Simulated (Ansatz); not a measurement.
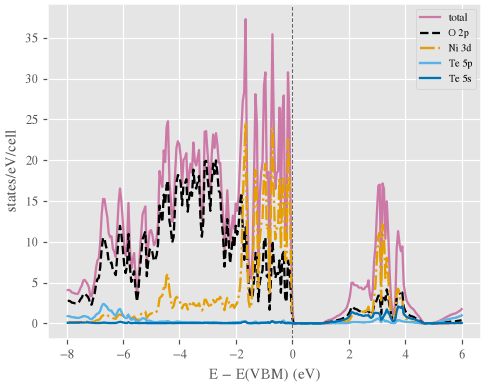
Figure. Total and projected density of states of NiTeO₄ in space group P2_1/c (No. 14; Ni on 2c, Te on 2b, O on 4e, O on 4e), plane-wave PAW r²SCAN (Ansatz code)

Task: Which orbitals carry the states next to the gap?

Result: Top 1 eV of the valence band: Ni 3d 67 %, O 2p 30 %. Bottom 1 eV of the conduction band: O 2p 43 %, Te 5s 29 %, O 2s 10 %, Ni 3d 9 %. Projections are on Löwdin-orthogonalised atomic valence shells; empty p or d shells of many metals are not among them.

Task: Where is the tallest occupied peak in this window, and what makes it?

Result: Near -1.7 eV, about 37 states/eV per cell; the largest projected share is Ni 3d.

The workflow started from a Materials Project entry (that database holds measured and hypothetical structures alike); the Crystallography Open Database copy checked does not list it. Its standing as an ambient phase is unchecked. The cell was relaxed with r²SCAN under the symmetry of its start, as lowered by the spin order; whether a distortion lowers the energy is not shown. Spin order of the final state: antiferromagnetic, chosen from 3 collinear starts compared on coarse meshes (ties went to the first, and starts can fall back to one state), not a proven ground state. Other orbital occupations within this spin state were not tried. No Hubbard U is applied. Spin–orbit coupling is left out wherever it is not named.

Potentials: the later of the program's two PAW sets.
